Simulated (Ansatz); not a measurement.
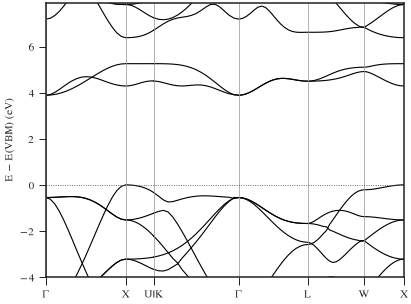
Figure: Band structure from r²SCAN (plane waves, PAW; program Ansatz)

### Question
Read off the gap and where the band edges lie.

### Answer
About 3.9 eV (3.89 eV by a search for the band edges); maximum at X, minimum at Γ.

The material is ZrO2 (fluorite, Fm-3m).

This is a known high-temperature phase of the composition, computed here at zero pressure and temperature. The r²SCAN relaxation kept the symmetry of its start; whether a distortion lowers the energy is not shown. The run is not spin-polarised. Scalar-relativistic: spin–orbit coupling is off unless named, which matters more the heavier the elements.

Potentials: the later of the program's two PAW sets.
